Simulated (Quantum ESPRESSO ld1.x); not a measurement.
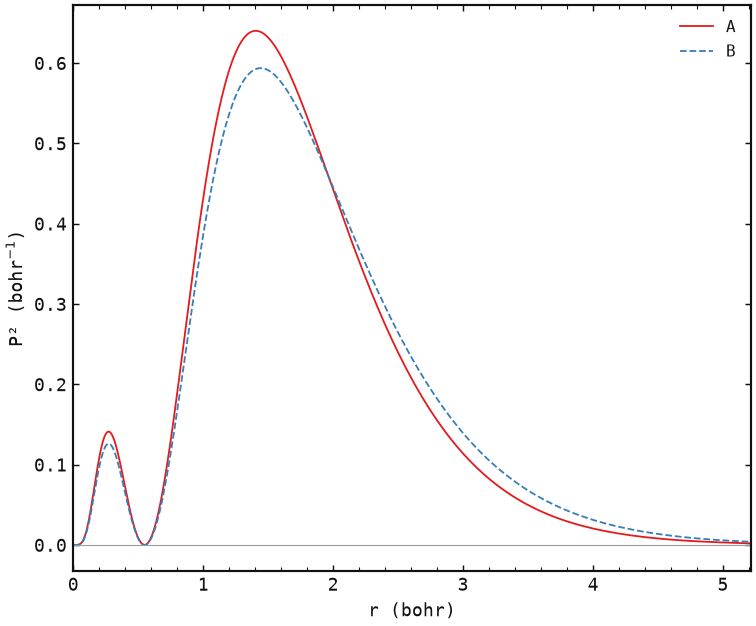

The niobium ion Nb²⁺ was computed in two configurations: [Kr] 4d2 5p1 (4d3/2: 2, 5p1/2: 1); [Kr] 4d3 (4d3/2: 3). Level of theory: Dirac Kohn-Sham, BLYP, spin-unpolarised, spherical densities, point nucleus. Computed with Quantum ESPRESSO ld1.x 7.5.

The plot shows P² of the 4d3/2 orbital in both runs (large components where relativistic).

Which curve belongs to which run?

A is [Kr] 4d2 5p1 (4d3/2: 2, 5p1/2: 1) (⟨r⟩ = 1.76 bohr, eigenvalue −22.7 eV); B is [Kr] 4d3 (4d3/2: 3) (⟨r⟩ = 1.86 bohr, eigenvalue −19.1 eV). The orbital is smaller where the other electrons screen the nucleus less.
